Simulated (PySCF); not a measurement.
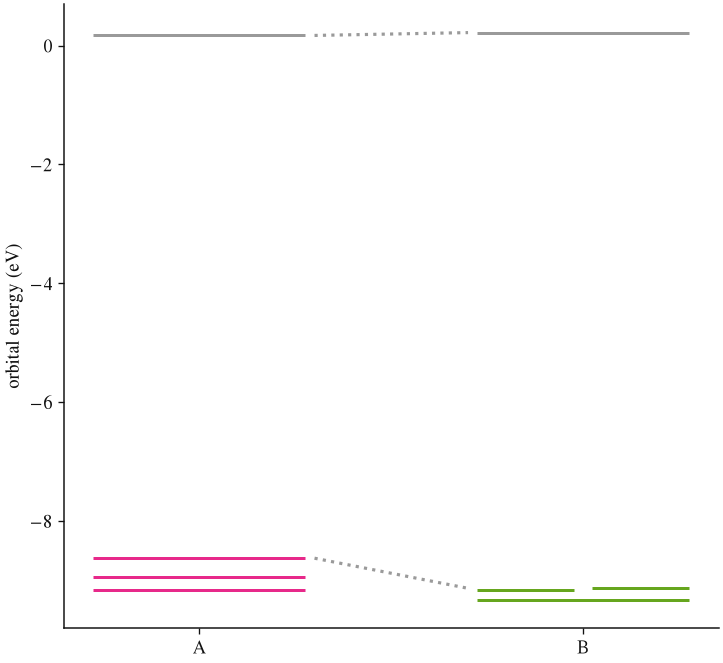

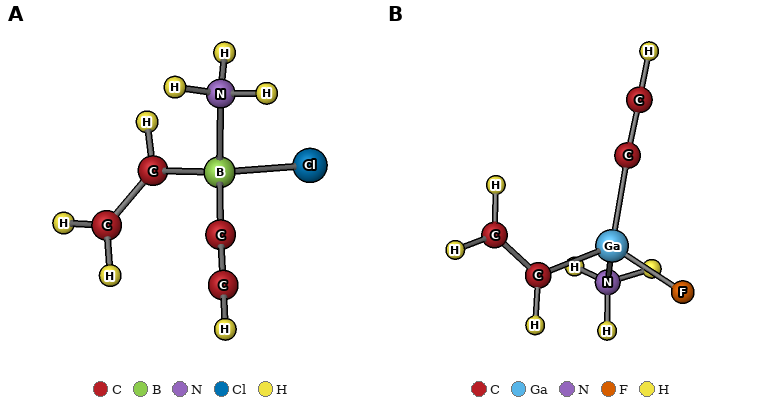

Related molecules: A is C₄H₇BClN, SMILES C#C[B@@-]([NH3+])(Cl)C=C; B is C₄H₇FGaN, SMILES C#[C][Ga@@-]([NH3+])([F])[CH]=C, singlet. Frontier orbital energies, CAM-B3LYP/def2-SVPD with PySCF 2.14.0, at a GFN2-xTB geometry (no frequency check); drawn are at most three filled levels and, in grey, the LUMO with any level within 0.03 eV of it; dotted lines join the HOMOs and the LUMOs.

> What does the change do to the frontier levels?

From A to B the HOMO falls by 0.51 eV and the LUMO hardly moves, so the separation goes from 8.80 to 9.35 eV.

Limits of at least one run: empty levels above zero depend strongly on the basis; one conformer of a flexible molecule; the tight-binding geometry is rougher than a DFT one and adds to the error.
